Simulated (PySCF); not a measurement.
CH8GeOSi, SMILES [SiH3]O[CH2][GeH3], singlet at its GFN2-xTB optimised geometry (Å):

```
12

Si     1.4848    -0.1113     0.0000
O     -0.1307    -0.1113     0.0000
C     -1.0036     0.9727     0.0000
Ge    -0.8313     2.2158     1.5402
H      2.0232     0.5062     1.2204
H      2.0078     0.6324    -1.1534
H      1.6941    -1.5476    -0.0763
H     -2.0232     0.5691    -0.0049
H     -0.8851     1.5476    -0.9289
H     -1.9835     3.1708     1.5150
H     -0.8509     1.4956     2.8487
H      0.4246     3.0264     1.4788
```

Calculation: CAM-B3LYP/def2-TZVP (PySCF). Cells within 0.4 Å of a nucleus heavier than hydrogen are left out (blank, or x).

Map of the HOMO−1 amplitude (bohr^(-3/2)) on the plane z = 0.0 Å; orbital energy -10.05 eV, overall sign arbitrary:

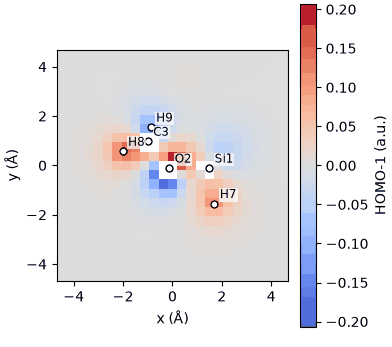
Figure. HOMO−1 amplitude (bohr^(-3/2)) on the plane z = 0.0 Å.
